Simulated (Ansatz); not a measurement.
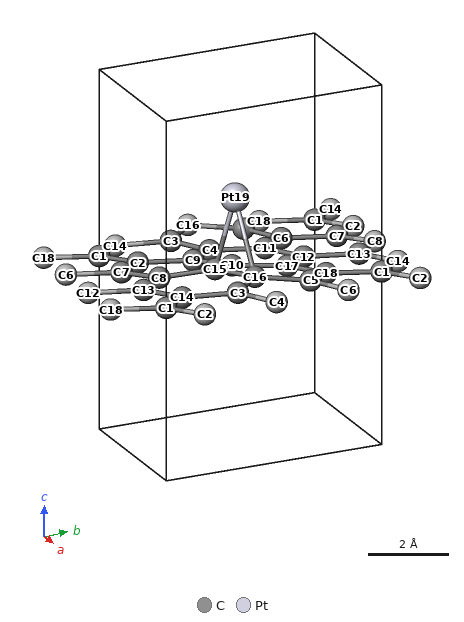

*The starting structure (ball-and-stick view of the cell of the calculation, with the vacuum cut short, seen slightly off an axis; neighbours outside the cell are drawn fainter; atoms are numbered from 1 in the order of the input).*

**Run report: PtC18, nudged elastic band (part 1 of 2)**

PtC18 (slab, 19 atoms in the cell), computed with DFT PBEsol, scalar-relativistic, plane waves, PAW, no spin polarisation (Ansatz 0.2.0).

It belongs to a series of runs on one base structure; here: band between the two ends. Figures and captions count atoms from 1; the log counts them from 0 in places.

The program's output:
```
Warning: neb: disabling space-group detection — the band's intermediate images generally break the endpoint symmetry, so no spatial operation reduces the k-mesh or symmetrises the density, except that a semilocal band can use its path's symmetry ahead of convergence; time reversal is kept, so that k and −k are solved as one point where they differ and the mesh holds both, and exact exchange and, on two spinor components, a DFT+U term hold to it where the run has them: on two components no moment then forms, and a state that bears one, which a typed moment (crystal.atoms[].spin; refused beside efield: under a hybrid functional) reaches, can lie lower, under hf by electronvolts; crystal.symmetry.detect: false (a key that needs symmetry detection or time reversal refuses this as the deck is read) with time_reversal: false beside it drops time reversal too
Engine: ansatz 0.2.0, aarch64-unknown-linux-gnu
Pseudopotentials: kind: paw
Pseudopotential: C, paw, valence charge 4, recommended cutoff 420 eV (normal), C.paw.azcp
Pseudopotential: Pt, paw, valence charge 18, recommended cutoff 420 eV (normal), Pt.paw.azcp
Functional definition: PBEsol
  exchange = pbesol_x
  correlation = pbesol_c
NEB image 0
Crystal: 19 atoms, lattice volume = 568.775 Å³
Basis set: ecut = 420 eV, 11177 PW (Γ), exchange–correlation on 100×100×162 points (8 copies of the dense FFT grid, shifted against one another)
Bands: 64, of which v1, the nominal top of the filled ones, is band 45 counted from 1 (44 counted from 0)
Symmetry: 1 space group operations
k-points: 4
Non-local potential: C, projectors of the file, l = 0: 2, l = 1: 2, l = 2: 1
Non-local potential: Pt, projectors of the file, l = 0: 3, l = 1: 2, l = 2: 2, l = 3: 1
PAW form: soft (Blöchl's): semilocal exchange-correlation on the pseudo side does not see the compensation charge
PAW frozen core: C, regenerated for the run's functional, and the local potential with it (the file was generated under x = pbe(κ = 0.804, μ = 0.2195149727645171), c = pbe(β = 0.06672455060314922))
PAW frozen core: Pt, regenerated for the run's functional, and the local potential with it (the file was generated under x = pbe(κ = 0.804, μ = 0.2195149727645171), c = pbe(β = 0.06672455060314922))
PAW one-centre angular grid: C, 110 points (default); XC on 64 Gauss nodes
PAW one-centre angular grid: Pt, 590 points (default); XC on 64 Gauss nodes
Initial density: superposition of atomic densities (neutral atoms: chi_scale 0, normalization atom), corrected by the library's trained network
Initial wavefunctions: pseudopotential atomic-orbital guess
Functional: x = pbesol(κ = 0.804, μ = 0.12345679012345678), c = pbesol(β = 0.046)
SCF iter   1: F=—  HF=-16819.698807 eV  |F-HF|=—  |Δ(HF+E_count)|=         —  Δρ=3.90e-3  dr2=8.66e-2  ethr=1.77e-3  ⟨swp⟩=11.8  Hψ=1607  notcnv=0  defer=27
preconditioner: auto → Resta (q_TF=auto, 2.007 Å⁻¹)  ε∞=2.2  [insulator: Δε(μ)=0.303 eV  Ē_g=13.046 eV  σ=0.020 eV  W_gap=1.00  n_scr=84 (ndim 8)  ℏωp=14.1 eV  f_vac=0.637  D(μ)=0.00/eV (n_scr^D=0)  ε∞_Penn≈2.2  vacuum switching on, ρ_ref=1.2e-2 e/Å³]
SCF iter   2: F=—  HF=-16819.702736 eV  |F-HF|=—  |Δ(HF+E_count)|=   3.93e-3  Δρ=1.89e-3  dr2=2.05e-2  ethr=9.62e-5  ⟨swp⟩=3.2  Hψ=400  notcnv=0  defer=49
SCF iter   3: F=—  HF=-16819.708466 eV  |F-HF|=—  |Δ(HF+E_count)|=   5.73e-3  Δρ=1.39e-3  dr2=2.03e-2  ethr=2.28e-5  ⟨swp⟩=3.0  Hψ=386  notcnv=0  defer=49
SCF iter   4: F=—  HF=-16819.707951 eV  |F-HF|=—  |Δ(HF+E_count)|=   5.14e-4  Δρ=3.44e-4  dr2=8.83e-4  ethr=2.25e-5  ⟨swp⟩=2.5  Hψ=366  notcnv=0  defer=51
SCF iter   5: F=—  HF=-16819.708637 eV  |F-HF|=—  |Δ(HF+E_count)|=   6.86e-4  Δρ=9.97e-5  dr2=7.11e-5  ethr=9.81e-7  ⟨swp⟩=2.5  Hψ=324  notcnv=0  defer=51
SCF iter   6: F=—  HF=-16819.708712 eV  |F-HF|=—  |Δ(HF+E_count)|=   7.51e-5  Δρ=3.93e-5  dr2=1.08e-5  ethr=7.90e-8  ⟨swp⟩=2.0  Hψ=375  notcnv=0  defer=51
SCF iter   7: F=—  HF=-16819.708720 eV  |F-HF|=—  |Δ(HF+E_count)|=   7.64e-6  Δρ=1.31e-5  dr2=9.52e-7  ethr=1.20e-8  ⟨swp⟩=2.2  Hψ=359  notcnv=0  defer=51
SCF iter   8: F=-16819.708721 eV  HF=-16819.708721 eV  |F-HF|=6.02e-8  |Δ(HF+E_count)|=   1.42e-6  Δρ=3.75e-6  dr2=7.76e-8  ethr=1.11e-10  ⟨swp⟩=3.2  Hψ=991  notcnv=0
SCF 1 converged in 8 iterations: F = -16819.708721 eV  dr2 = 7.76e-8
  greatest PAW one-centre occupation: 1.000 electrons in one spin orbital (limit 2), on the Pt atom at site 18 (counted from 0), in its partial waves of l = 0
NSCF: frozen V_eff on 4 k-points
NEB image 6
SCF iter   1: F=—  HF=-16819.699995 eV  |F-HF|=—  |Δ(HF+E_count)|=         —  Δρ=3.90e-3  dr2=8.71e-2  ethr=1.77e-3  ⟨swp⟩=12.5  Hψ=1685  notcnv=0  defer=32
preconditioner: auto → Resta (q_TF=auto, 2.007 Å⁻¹)  ε∞=2.2  [insulator: Δε(μ)=0.303 eV  Ē_g=13.045 eV  σ=0.020 eV  W_gap=1.00  n_scr=84 (ndim 8)  ℏωp=14.1 eV  f_vac=0.637  D(μ)=0.00/eV (n_scr^D=0)  ε∞_Penn≈2.2  vacuum switching on, ρ_ref=1.2e-2 e/Å³]
SCF iter   2: F=—  HF=-16819.702962 eV  |F-HF|=—  |Δ(HF+E_count)|=   2.97e-3  Δρ=1.89e-3  dr2=2.08e-2  ethr=9.67e-5  ⟨swp⟩=4.0  Hψ=480  notcnv=0  defer=49
SCF iter   3: F=—  HF=-16819.708671 eV  |F-HF|=—  |Δ(HF+E_count)|=   5.71e-3  Δρ=1.43e-3  dr2=2.18e-2  ethr=2.31e-5  ⟨swp⟩=2.8  Hψ=332  notcnv=0  defer=49
SCF iter   4: F=—  HF=-16819.707911 eV  |F-HF|=—  |Δ(HF+E_count)|=   7.60e-4  Δρ=3.32e-4  dr2=7.83e-4  ethr=2.31e-5  ⟨swp⟩=2.5  Hψ=366  notcnv=0  defer=51
SCF iter   5: F=—  HF=-16819.708663 eV  |F-HF|=—  |Δ(HF+E_count)|=   7.52e-4  Δρ=9.18e-5  dr2=5.29e-5  ethr=8.70e-7  ⟨swp⟩=2.5  Hψ=336  notcnv=0  defer=51
SCF iter   6: F=—  HF=-16819.708716 eV  |F-HF|=—  |Δ(HF+E_count)|=   5.35e-5  Δρ=3.12e-5  dr2=6.85e-6  ethr=5.88e-8  ⟨swp⟩=2.0  Hψ=381  notcnv=0  defer=51
SCF iter   7: F=—  HF=-16819.708721 eV  |F-HF|=—  |Δ(HF+E_count)|=   4.51e-6  Δρ=1.13e-5  dr2=9.98e-7  ethr=7.61e-9  ⟨swp⟩=2.0  Hψ=332  notcnv=0  defer=51
SCF iter   8: F=-16819.708721 eV  HF=-16819.708721 eV  |F-HF|=3.28e-8  |Δ(HF+E_count)|=   6.83e-7  Δρ=3.28e-6  dr2=6.62e-8  ethr=1.11e-10  ⟨swp⟩=3.2  Hψ=954  notcnv=0
SCF 2 converged in 8 iterations: F = -16819.708721 eV  dr2 = 6.62e-8
NSCF: frozen V_eff on 4 k-points
NEB end point (image 0): max|allowed force component| = 3.023e-3 eV/Å (the criterion of neb.relax_end_points is 1.000e-2)
NEB end point (image 6): max|allowed force component| = 3.007e-3 eV/Å (the criterion of neb.relax_end_points is 1.000e-2)
NEB image 1
SCF iter   1: F=—  HF=-16819.318567 eV  |F-HF|=—  |Δ(HF+E_count)|=         —  Δρ=4.30e-3  dr2=9.55e-2  ethr=1.77e-3  ⟨swp⟩=12.0  Hψ=1565  notcnv=0  defer=25
preconditioner: auto → Resta (q_TF=auto, 2.007 Å⁻¹)  ε∞=2.2  [insulator: Δε(μ)=0.253 eV  Ē_g=12.975 eV  σ=0.020 eV  W_gap=1.00  n_scr=84 (ndim 8)  ℏωp=14.1 eV  f_vac=0.633  D(μ)=0.00/eV (n_scr^D=0)  ε∞_Penn≈2.2  vacuum switching on, ρ_ref=1.2e-2 e/Å³]
SCF iter   2: F=—  HF=-16819.316811 eV  |F-HF|=—  |Δ(HF+E_count)|=   1.76e-3  Δρ=2.05e-3  dr2=2.42e-2  ethr=1.06e-4  ⟨swp⟩=3.0  Hψ=449  notcnv=0  defer=53
SCF iter   3: F=—  HF=-16819.321188 eV  |F-HF|=—  |Δ(HF+E_count)|=   4.38e-3  Δρ=1.70e-3  dr2=3.17e-2  ethr=2.69e-5  ⟨swp⟩=3.0  Hψ=391  notcnv=0  defer=53
SCF iter   4: F=—  HF=-16819.319467 eV  |F-HF|=—  |Δ(HF+E_count)|=   1.72e-3  Δρ=6.45e-4  dr2=4.39e-3  ethr=2.69e-5  ⟨swp⟩=2.2  Hψ=341  notcnv=0  defer=54
SCF iter   5: F=—  HF=-16819.319803 eV  |F-HF|=—  |Δ(HF+E_count)|=   3.37e-4  Δρ=2.01e-4  dr2=1.92e-4  ethr=4.87e-6  ⟨swp⟩=2.2  Hψ=237  notcnv=0  defer=54
SCF iter   6: F=—  HF=-16819.320079 eV  |F-HF|=—  |Δ(HF+E_count)|=   2.76e-4  Δρ=6.25e-5  dr2=2.37e-5  ethr=2.14e-7  ⟨swp⟩=3.0  Hψ=358  notcnv=0  defer=54
SCF iter   7: F=—  HF=-16819.320084 eV  |F-HF|=—  |Δ(HF+E_count)|=   4.57e-6  Δρ=2.57e-5  dr2=3.41e-6  ethr=2.63e-8  ⟨swp⟩=2.0  Hψ=338  notcnv=0  defer=54
[...]
NEB image 2
preconditioner: auto → Resta (q_TF=auto, 2.007 Å⁻¹)  ε∞=2.2  [insulator: Δε(μ)=0.185 eV  Ē_g=12.930 eV  σ=0.020 eV  W_gap=1.00  n_scr=84 (ndim 8)  ℏωp=14.1 eV  f_vac=0.630  D(μ)=0.00/eV (n_scr^D=0)  ε∞_Penn≈2.2  vacuum switching on, ρ_ref=1.2e-2 e/Å³]
NEB image 3
preconditioner: auto → LDOS  [insulator: Δε(μ)=0.052 eV  Ē_g=12.901 eV  σ=0.020 eV  W_gap=0.93  n_scr=84 (ndim 8)  ℏωp=14.1 eV  f_vac=0.629  D(μ)=5.24/eV (n_scr^D=22)  ε∞_Penn≈2.2  β→1.0]
NEB image 4
preconditioner: auto → Resta (q_TF=auto, 2.007 Å⁻¹)  ε∞=2.2  [insulator: Δε(μ)=0.149 eV  Ē_g=12.921 eV  σ=0.020 eV  W_gap=1.00  n_scr=84 (ndim 8)  ℏωp=14.1 eV  f_vac=0.630  D(μ)=0.00/eV (n_scr^D=0)  ε∞_Penn≈2.2  vacuum switching on, ρ_ref=1.2e-2 e/Å³]
NEB image 5
preconditioner: auto → Resta (q_TF=auto, 2.007 Å⁻¹)  ε∞=2.2  [insulator: Δε(μ)=0.238 eV  Ē_g=12.976 eV  σ=0.020 eV  W_gap=1.00  n_scr=84 (ndim 8)  ℏωp=14.1 eV  f_vac=0.633  D(μ)=0.00/eV (n_scr^D=0)  ε∞_Penn≈2.2  vacuum switching on, ρ_ref=1.2e-2 e/Å³]
NEB iter   1: max|band force component| = 2.610e0 eV/Å  barrier→ = 0.9845 eV  barrier← = 0.9845 eV  Δτ_max = 0.2000 Å  (63 SCF iters)
NEB image 1
Initial density: handed on by an earlier stage of this run
Initial wavefunctions: those handed on with the density
preconditioner: auto → Resta (q_TF=auto, 2.007 Å⁻¹)  ε∞=2.2  [insulator: Δε(μ)=0.323 eV  Ē_g=12.997 eV  σ=0.020 eV  W_gap=1.00  n_scr=84 (ndim 8)  ℏωp=14.1 eV  f_vac=0.641  D(μ)=0.00/eV (n_scr^D=0)  ε∞_Penn≈2.2  vacuum switching on, ρ_ref=1.2e-2 e/Å³]
NEB image 2
preconditioner: auto → Resta (q_TF=auto, 2.007 Å⁻¹)  ε∞=2.2  [insulator: Δε(μ)=0.227 eV  Ē_g=12.994 eV  σ=0.020 eV  W_gap=1.00  n_scr=84 (ndim 8)  ℏωp=14.1 eV  f_vac=0.640  D(μ)=0.00/eV (n_scr^D=0)  ε∞_Penn≈2.2  vacuum switching on, ρ_ref=1.2e-2 e/Å³]
preconditioner: auto → LDOS  [insulator: Δε(μ)=0.041 eV  Ē_g=12.889 eV  σ=0.020 eV  W_gap=0.85  n_scr=84 (ndim 8)  ℏωp=14.1 eV  f_vac=0.640  D(μ)=10.00/eV (n_scr^D=54)  ε∞_Penn≈2.2  β→1.0]
NEB image 3
preconditioner: auto → Resta (q_TF=auto, 2.007 Å⁻¹)  ε∞=2.2  [insulator: Δε(μ)=0.215 eV  Ē_g=12.997 eV  σ=0.020 eV  W_gap=1.00  n_scr=84 (ndim 8)  ℏωp=14.1 eV  f_vac=0.639  D(μ)=0.00/eV (n_scr^D=0)  ε∞_Penn≈2.2  vacuum switching on, ρ_ref=1.2e-2 e/Å³]
preconditioner: auto → LDOS  [insulator: Δε(μ)=0.067 eV  Ē_g=12.881 eV  σ=0.020 eV  W_gap=0.98  n_scr=84 (ndim 8)  ℏωp=14.1 eV  f_vac=0.639  D(μ)=1.71/eV (n_scr^D=2)  ε∞_Penn≈2.2  β→1.0]
NEB image 4
preconditioner: auto → Resta (q_TF=auto, 2.007 Å⁻¹)  ε∞=2.2  [insulator: Δε(μ)=0.198 eV  Ē_g=12.992 eV  σ=0.020 eV  W_gap=1.00  n_scr=84 (ndim 8)  ℏωp=14.1 eV  f_vac=0.640  D(μ)=0.00/eV (n_scr^D=0)  ε∞_Penn≈2.2  vacuum switching on, ρ_ref=1.2e-2 e/Å³]
preconditioner: auto → LDOS  [insulator: Δε(μ)=0.045 eV  Ē_g=12.884 eV  σ=0.020 eV  W_gap=0.89  n_scr=84 (ndim 8)  ℏωp=14.1 eV  f_vac=0.640  D(μ)=7.77/eV (n_scr^D=36)  ε∞_Penn≈2.2  β→1.0]
NEB image 5
preconditioner: auto → Resta (q_TF=auto, 2.007 Å⁻¹)  ε∞=2.2  [insulator: Δε(μ)=0.312 eV  Ē_g=13.007 eV  σ=0.020 eV  W_gap=1.00  n_scr=84 (ndim 8)  ℏωp=14.1 eV  f_vac=0.641  D(μ)=0.00/eV (n_scr^D=0)  ε∞_Penn≈2.2  vacuum switching on, ρ_ref=1.2e-2 e/Å³]
NEB iter   2: max|band force component| = 1.289e0 eV/Å  barrier→ = 0.2284 eV  barrier← = 0.2284 eV  Δτ_max = 0.2000 Å  (49 SCF iters)
[... from here on the SCF iterations and repeated set-up lines of each step are left out, up to the last step ...]
NEB image 1
NEB image 2
NEB image 3
NEB image 4
NEB image 5
NEB iter   3: max|band force component| = 5.575e0 eV/Å  barrier→ = 0.4389 eV  barrier← = 0.4389 eV  Δτ_max = 0.0989 Å  (43 SCF iters)
NEB image 1
NEB image 2
NEB image 3
NEB image 4
NEB image 5
NEB iter   4: max|band force component| = 7.805e-1 eV/Å  barrier→ = 0.1324 eV  barrier← = 0.1324 eV  Δτ_max = 0.0560 Å  (40 SCF iters)
NEB image 1
NEB image 2
NEB image 3
NEB image 4
NEB image 5
NEB iter   5: max|band force component| = 3.751e-1 eV/Å  barrier→ = 0.1239 eV  barrier← = 0.1239 eV  CI = image 4  Δτ_max = 0.2000 Å  (38 SCF iters)
NEB image 1
NEB image 2
NEB image 3
NEB image 4
NEB image 5
NEB iter   6: max|band force component| = 2.075e-1 eV/Å  barrier→ = 0.1762 eV  barrier← = 0.1762 eV  CI = image 4  Δτ_max = 0.0212 Å  (42 SCF iters)
NEB image 1
NEB image 2
NEB image 3
NEB image 4
NEB image 5
NEB iter   7: max|band force component| = 7.213e-2 eV/Å  barrier→ = 0.1746 eV  barrier← = 0.1746 eV  CI = image 4  Δτ_max = 0.0086 Å  (36 SCF iters)
NEB image 1
preconditioner: auto → Resta (q_TF=auto, 2.007 Å⁻¹)  ε∞=2.2  [insulator: Δε(μ)=0.245 eV  Ē_g=12.964 eV  σ=0.020 eV  W_gap=1.00  n_scr=84 (ndim 8)  ℏωp=14.1 eV  f_vac=0.641  D(μ)=0.00/eV (n_scr^D=0)  ε∞_Penn≈2.2  vacuum switching on, ρ_ref=1.2e-2 e/Å³]
NEB image 2
preconditioner: auto → Resta (q_TF=auto, 2.007 Å⁻¹)  ε∞=2.2  [insulator: Δε(μ)=0.270 eV  Ē_g=12.963 eV  σ=0.020 eV  W_gap=1.00  n_scr=84 (ndim 8)  ℏωp=14.1 eV  f_vac=0.641  D(μ)=0.00/eV (n_scr^D=0)  ε∞_Penn≈2.2  vacuum switching on, ρ_ref=1.2e-2 e/Å³]
NEB image 3
preconditioner: auto → Resta (q_TF=auto, 2.007 Å⁻¹)  ε∞=2.2  [insulator: Δε(μ)=0.291 eV  Ē_g=12.961 eV  σ=0.020 eV  W_gap=1.00  n_scr=84 (ndim 8)  ℏωp=14.1 eV  f_vac=0.640  D(μ)=0.00/eV (n_scr^D=0)  ε∞_Penn≈2.2  vacuum switching on, ρ_ref=1.2e-2 e/Å³]
NEB image 4
preconditioner: auto → Resta (q_TF=auto, 2.007 Å⁻¹)  ε∞=2.2  [insulator: Δε(μ)=0.205 eV  Ē_g=12.963 eV  σ=0.020 eV  W_gap=1.00  n_scr=84 (ndim 8)  ℏωp=14.1 eV  f_vac=0.641  D(μ)=0.00/eV (n_scr^D=0)  ε∞_Penn≈2.2  vacuum switching on, ρ_ref=1.2e-2 e/Å³]
NEB image 5
preconditioner: auto → Resta (q_TF=auto, 2.007 Å⁻¹)  ε∞=2.2  [insulator: Δε(μ)=0.275 eV  Ē_g=12.965 eV  σ=0.020 eV  W_gap=1.00  n_scr=84 (ndim 8)  ℏωp=14.1 eV  f_vac=0.641  D(μ)=0.00/eV (n_scr^D=0)  ε∞_Penn≈2.2  vacuum switching on, ρ_ref=1.2e-2 e/Å³]
NEB image 1
NSCF: frozen V_eff on 4 k-points
NEB image 2
NSCF: frozen V_eff on 4 k-points
NEB image 3
NSCF: frozen V_eff on 4 k-points
NEB image 5
NSCF: frozen V_eff on 4 k-points
NEB image 4
NSCF: frozen V_eff on 4 k-points
the band table was solved once a step of the walk had ended and its energy, with any forces and stress, was formed, with the checks that follow a solve (1409 applications of the Hamiltonian). They found nothing against the state; the energy, forces and stress were not computed again (output.eigenvalues in the input reference)
NEB iter   8: max|band force component| = 3.042e-2 eV/Å  barrier→ = 0.1745 eV  barrier← = 0.1745 eV  CI = image 4  Δτ_max = 0.0000 Å  (31 SCF iters)
```

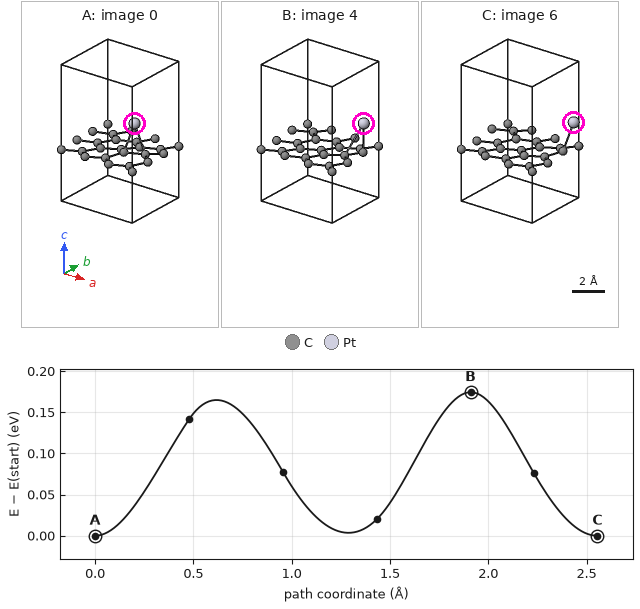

*Images of the last band (counted from 0; ball-and-stick, simulation cell, with the vacuum cut short, seen slightly off an axis), with the moving atom and its periodic copies ringed, above the energy along the path; the line is a cubic interpolation that uses the forces.*

The highest image is number 4, 0.175 eV above the start and 0.175 eV above the end (the climbing image); start and end have the same energy. The path is 2.55 Å long, and Pt19 moves most (2.47 Å). The band converged in 8 iterations.

```
Free energy (F): -16819.534177 eV
Harris-Foulkes:  -16819.534177 eV  (|F-HF|=2.84e-10)
Internal energy: -16819.534177 eV  (E = F + TS)
E sigma→0 (E₀):  -16819.534177 eV
Fermi energy:    -0.230075 eV
--- Per-component energies (eV) ---
  E_band       = -1222.121423
  E_kinetic    = 2276.409883
  E_local      = -23078.531735  (includes V_loc(G=0)·N_el)
  E_nonlocal   = 699.817299
  E_hartree    = 10330.896994
  E_xc         = -1113.973739
  E_vxc        = -1362.850375  (∫ρ·V_xc dr)
  E_paw        = -11036.817163  (= ΣΔE_a)
  E_vpaw       = -418.757392  (= ΣTr[D̂ρ^β])
  E_aug_tail   = 0.000338  (compensation charges beyond the density's cutoff)
  E_ewald      = 5101.997155
  E_core_change = 0.666790  (= ΣΔE_core)
  E_smearing   = -0.000000  (= −TS)
  E_closure    = -0.000000  (closes the sum)
  Σ components = -16819.534177   (vs F -16819.534177, Δ=0.00e0)
--- Forces (eV/Å), atoms counted from 1 ---
  atom   1  C     -0.00191021    -0.00114630    -0.00082927
  atom   2  C      0.00468153    -0.00124770     0.00092312
  atom   3  C     -0.00219532    -0.00489827    -0.00120056
  atom   4  C      0.00375864    -0.00022643     0.00125212
  atom   5  C     -0.00479022     0.00636379    -0.00502196
  atom   6  C      0.00177047    -0.00156997     0.00248745
[...]
  atom   7  C     -0.00367413     0.00153221     0.00016200
  atom   8  C      0.00141491     0.00141760    -0.00038507
  atom   9  C     -0.00061657     0.00125271    -0.00162304
  atom  10  C      0.00173202    -0.00453400    -0.00159826
  atom  11  C      0.00007563     0.00243763    -0.00155736
  atom  12  C      0.00365563    -0.00168573     0.00206090
  atom  13  C     -0.00270502    -0.00205610    -0.00125466
  atom  14  C      0.00082059     0.00139093     0.00091615
  atom  15  C     -0.00567770    -0.00389110     0.00401866
  atom  16  C      0.00655004     0.00433468     0.00526570
  atom  17  C     -0.00497143     0.00406985    -0.00079237
  atom  18  C      0.00108739    -0.00048917    -0.00053560
  atom  19  Pt     0.00098697    -0.00105047    -0.00239818
  max |Σ_I F_I| component: 1.10e-4 eV/Å
--- Band table (eV) ---
  k-point 0: bands = ["-97.5139", "-52.3074", "-51.6491", "-51.4792", "-19.9956", "-17.7166", "-17.4090", "-17.3798", "-17.3115", "-17.2856", "-17.2826", "-13.1853", "-13.0767", "-13.0018", "-12.9573", "-11.1330", "-11.0813", "-10.2760", "-10.2194", "-10.1391", "-10.0560", "-10.0311", "-10.0103", "-8.3477", "-6.5426", "-6.4379", "-6.2750", "-6.2337", "-6.1976", "-6.1703", "-6.0231", "-5.5284", "-5.2825", "-5.0884", "-5.0120", "-5.0047", "-3.6232", "-3.4187", "-2.8123", "-2.2248", "-2.0856", "-1.8350", "-1.8010", "-0.6426", "-0.3331", "-0.1270", "0.0161", "0.4754", "3.2968", "3.8027", "3.9856", "4.0377", "4.4692", "4.4923", "4.5426", "4.6056", "4.8677", "5.1251", "5.2435", "6.2953", "6.2974", "6.3644", "6.8707", "6.9931"]
  k-point 1: bands = ["-97.5139", "-52.3074", "-51.6491", "-51.4792", "-19.4387", "-19.2460", "-18.0815", "-17.9827", "-15.6864", "-15.5531", "-15.5244", "-15.4510", "-14.6870", "-13.7662", "-11.9975", "-11.9217", "-11.8251", "-11.7933", "-8.6889", "-8.6865", "-8.5224", "-8.4458", "-8.2765", "-8.1873", "-7.8146", "-7.3322", "-6.9972", "-6.9238", "-6.8785", "-6.1733", "-5.9383", "-5.8768", "-5.7482", "-4.7376", "-4.5489", "-4.1262", "-3.8250", "-3.4210", "-3.1012", "-2.8759", "-2.0207", "-1.9195", "-1.8443", "-1.5001", "-1.2653", "-0.0067", "1.3279", "2.0352", "2.0989", "2.1593", "2.2511", "3.3210", "4.1756", "4.3564", "4.6131", "4.9014", "5.2974", "5.2996", "5.8060", "5.9823", "6.2171", "6.2610", "6.8536", "6.9155"]
```
